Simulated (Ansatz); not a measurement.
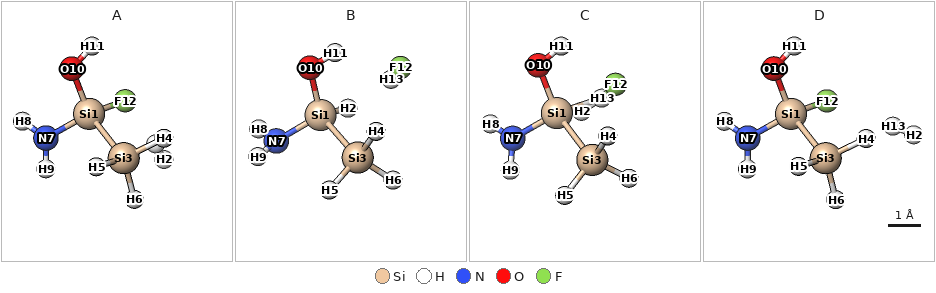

4 geometries from a converged minimum-energy path of Si2NH8OF, shuffled. A ball-and-stick model, seen at a tilt.

Computed with Ansatz 0.2.0, RKS PBE0/def2-SVP. Run with 5 movable images; climbing image; force threshold 0.03 eV/Å; iteration limit 60; starting path through a guess of the saddle point.

Which frame is the top of the path?

Answer. C. In order along the path, whose images run from 0 to 6: B (image 0, 0.00 eV), C (image 2, +1.04 eV), A (image 5, −1.16 eV), D (image 6, −1.16 eV). Breaking: F12–H13 (0.93 → 1.28 at the top → 2.43 Å), Si1–H2 (1.52 → 1.76 at the top → 4.57 Å). Forming: H2–H13 (1.77 → 0.92 at the top → 0.76 Å), Si1–F12 (2.95 → 2.07 at the top → 1.64 Å).

Cost: 5.2 min on 4 threads of Arm Neoverse V1 (shared host), peak memory 0.32 GiB.
